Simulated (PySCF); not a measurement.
Coordinates of C₇H₉PSe, SMILES C#C[P@@](=[Se])(C=C)C1CC1 (Å):

```xyz
18

C      1.4980     2.4806    -0.7474
C      0.9767     1.3848    -0.7073
P      0.1822    -0.1954    -0.7385
Se    -0.2007    -0.9462    -2.6597
C      1.2595    -1.2528     0.2515
C      2.4452    -0.8995     0.7487
C     -1.2910     0.0547     0.2848
C     -2.4371    -0.9119     0.1527
C     -2.5750     0.4763    -0.3719
H      1.9585     3.4519    -0.7876
H      0.8654    -2.2689     0.3693
H      2.8488     0.1086     0.6119
H      3.0582    -1.6161     1.3045
H     -1.0558     0.4537     1.2775
H     -2.3314    -1.7084    -0.5910
H     -2.9540    -1.1918     1.0738
H     -2.5539     0.5937    -1.4601
H     -3.1936     1.1966     0.1691
```

Simulated rotational absorption lines between 2 and 8 GHz at 2 K: rigid rotor with the equilibrium constants and dipole of one optimised conformer (PBE0-D3(BJ)/def2-SVP, PySCF), commonest isotopes; no centrifugal distortion, hyperfine structure, internal rotation or nuclear-spin weights; lines within 1 MHz of each other are summed.

What are the rotational constants, and what kind of rotor is it?

Answer. Rotational constants A, B, C = 1.013, 0.8588, 0.6928 GHz; Ray's κ = 0.04, an asymmetric top midway between the limits.

Assign the strongest lines, as J(Ka,Kc).

Answer.
```csv
GHz,upper,lower,type,relative intensity
7.16,"5(0,5)","4(0,4)",a,1.00
7.16,"5(1,5)","4(1,4)",a,1.00
7.67,"5(1,4)","4(1,3)",a,0.98
7.58,"5(2,4)","4(2,3)",a,0.93
7.86,"5(3,3)","4(3,2)",a,0.76
6.29,"4(1,3)","3(1,2)",a,0.63
```

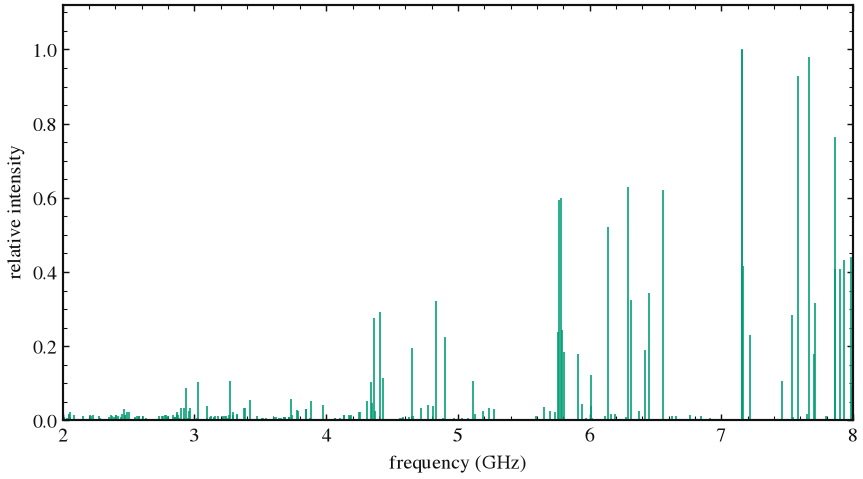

Known limits of this run: coarse grid, loose stop and no frequency check, small forces are noise and the end may be a saddle.
